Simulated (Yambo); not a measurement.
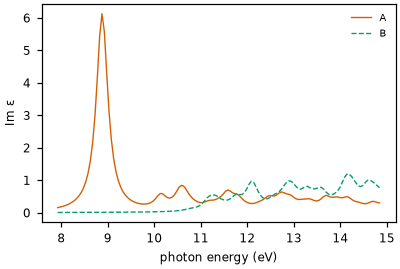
*Two computed absorption spectra of NaF (rock salt, space group Fm-3m, No. 225) (Yambo, PBEsol bands with the same scissor, field along x)*

Problem. Which curve includes the electron-hole attraction (BSE), and where are its main peaks?

Solution. Curve A: the attraction moves weight to lower energy (centre of the plotted range 10.4 eV against 13.0 eV). Its peaks lie at 8.9 eV. Settings: 10×10×10 mesh, 3 valence and 1 conduction bands, static screening with 15 bands and a 4 Ry block, scissor 4.56 eV, Tamm-Dancoff. The scissor comes from a G0W0 run whose convergence isn't established. Broadening 0.15 eV. The band window holds all transitions up to 17.2 eV. Fine structure above the onset can come from the mesh.

Geometry relaxed with PBEsol; primitive cell a = 3.272 Å, b = 3.272 Å, c = 3.272 Å, α = 60.00°, β = 60.00°, γ = 60.00°.
